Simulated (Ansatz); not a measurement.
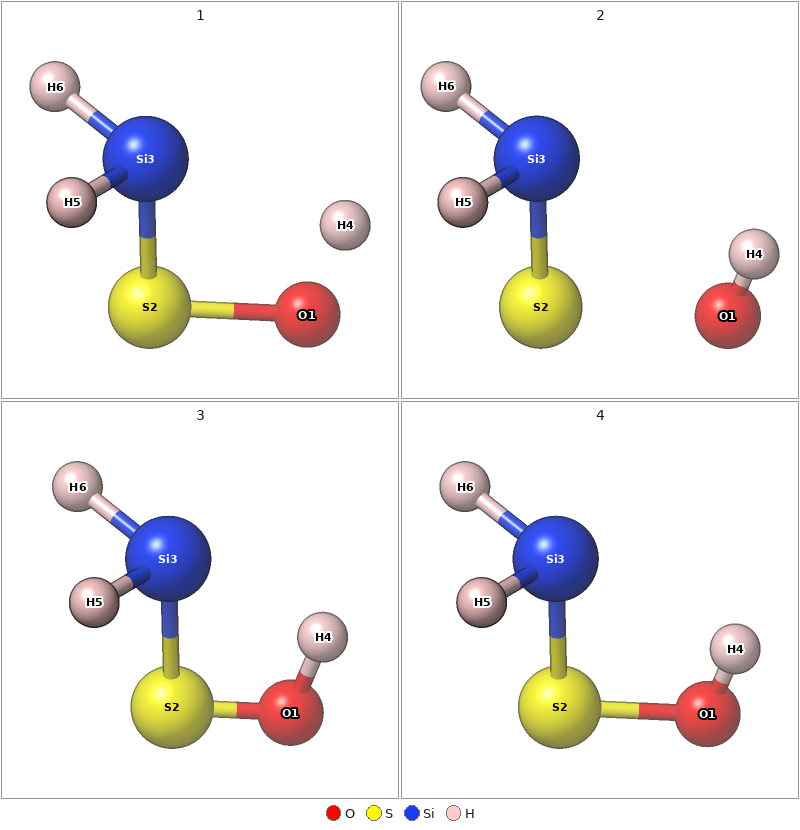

H₃OSSi, SMILES OS[SiH2-], charge −1. 
- The first coordinate is: bond length O1–S2; the second: bond length O1–H4.
- Nothing is relaxed (all other coordinates rigid).
- Grid: 11 × 11 points.
- Points are written as (first, second).
- Energies are in kcal/mol, from the lowest grid point.
- The reference is spin-restricted, which grows unreliable where a bond is stretched far.
- All numbers below come from RKS PBE0-D4/def2-TZVPD (Ansatz).

The numbered pictures are structures from this grid.

Question: Rank them by energy, lowest first.

Answer: 4, at (1.764 Å, 0.995 Å): 0.0 kcal/mol; 2, at (2.232 Å, 0.942 Å): 24.1 kcal/mol; 1, at (1.881 Å, 1.363 Å): 40.2 kcal/mol; 3, at (1.412 Å, 1.152 Å): 47.6 kcal/mol.

The map, with the structures marked:

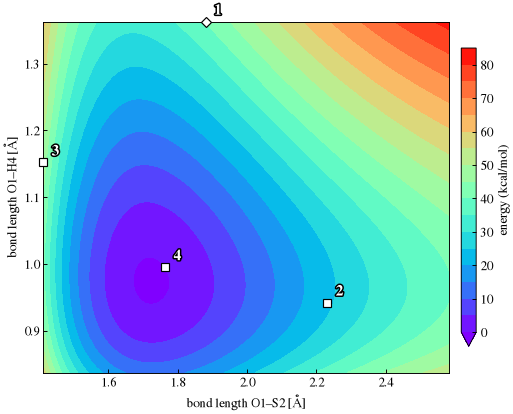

The picture shows filled contours. Between grid points the surface is interpolated.
